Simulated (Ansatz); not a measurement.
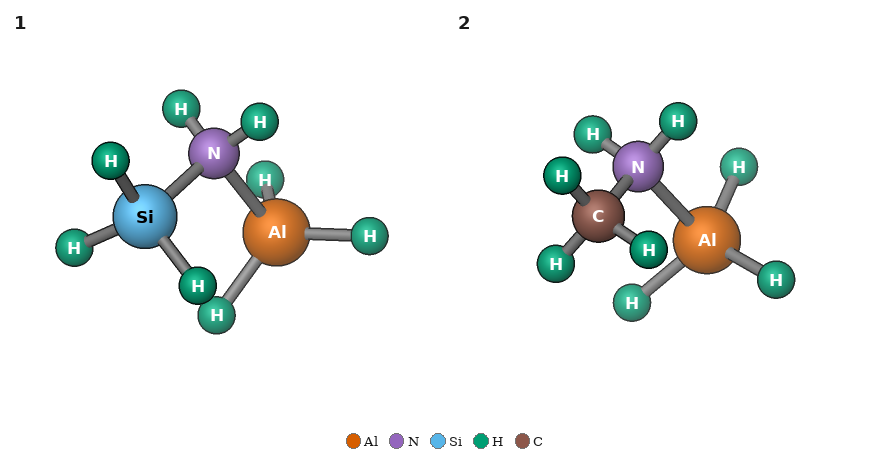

2 molecules with one skeleton, seen from the same side and at one scale. Charge 0, singlet. Computed geometries: PBE0-D4/def2-TZVP optimisations, one conformation each. Properties computed with Ansatz 0.2.0.

One atom differs, called X below: Si in panel 1, C in panel 2. Their formulas are AlH8NSi (`[AlH3-][NH2+][SiH3]`), CH8AlN (`C[NH2+][AlH3-]`).

In which is the HOMO–LUMO gap larger (revPBE-D4/def2-TZVPP)?

Answer. In panel 2 (X = C).

In which is the dipole moment larger (PBE-D4/def2-TZVPP)?

Answer. In panel 2 (X = C).

Give the values. With PBE0-D4/def2-TZVP: mean length of X–H (Å), length of X–N (Å), mean angle H–X–H (°). With revPBE-D4/def2-TZVPP: HOMO energy (Kohn–Sham orbital) (eV), HOMO–LUMO gap (eV). With PBE-D4/def2-TZVPP: dipole moment (D).

```
                            quantity  1 (Si)  2 (C)   2 − 1
              mean length of X–H (Å)   1.480  1.090  −0.390
                   length of X–N (Å)   1.792  1.471  −0.321
                mean angle H–X–H (°)   111.3  109.1    −2.2
HOMO energy (Kohn–Sham orbital) (eV)   −6.24  −6.10   +0.14
                  HOMO–LUMO gap (eV)    4.76   5.27   +0.51
                   dipole moment (D)    4.67   5.40   +0.73
```
